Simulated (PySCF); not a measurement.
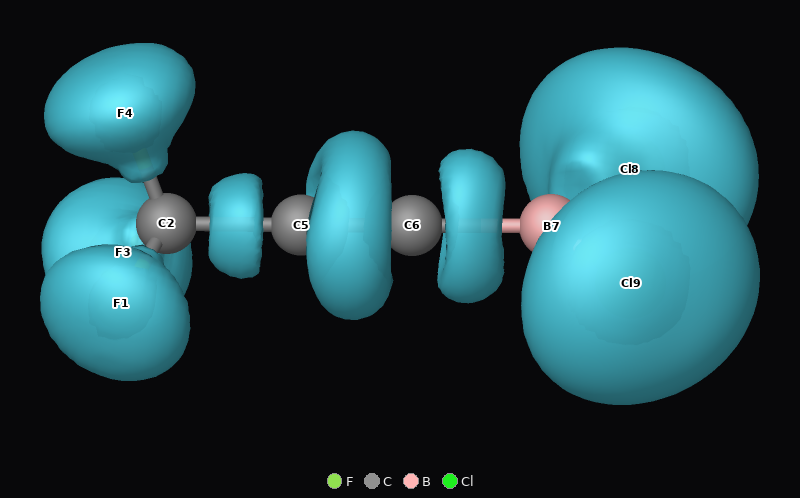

The picture shows: C3BCl2F3 (SMILES FC(F)(F)C#CB(Cl)Cl). Isosurface of the ELF at 0.75 (cyan), seen at an oblique angle. Core shells and regions of very low density are left out.

Geometry: PBE0-D3(BJ)/def2-SVP.

All numbers below come from PySCF 2.14.0, PBE0/pcSseg-1, SCF density, gas phase, non-relativistic.

| atom | x (Å) | y (Å) | z (Å) |
| --- | --- | --- | --- |
| F | -2.1817 | -1.4150 | 0.6681 |
| C | -1.8707 | -0.2863 | 0.0368 |
| F | -2.3598 | -0.3568 | -1.1976 |
| F | -2.4717 | 0.7193 | 0.6657 |
| C | -0.4144 | -0.0754 | 0.0098 |
| C | 0.7857 | 0.1098 | -0.0190 |
| B | 2.2885 | 0.3406 | -0.0523 |
| Cl | 2.9694 | 1.4099 | -1.2465 |
| Cl | 3.3141 | -0.4635 | 1.1027 |

**Where are the electrons localised?**

At this value the surface marks out one region between bonded B–C atoms (shared pairs), two regions between bonded C–C atoms (shared pairs), two regions on Cl in which the atom's valence shell and bonds are merged and three regions on F in which the atom's valence shell and bonds are merged.

Values along the shortest contacts:
C–C (1.21 Å): the ELF peaks at about 0.90 between the atoms; a short, multiple covalent bond. C–F (1.33 Å): the ELF peaks at about 0.85 between the atoms (a polar covalent bond).
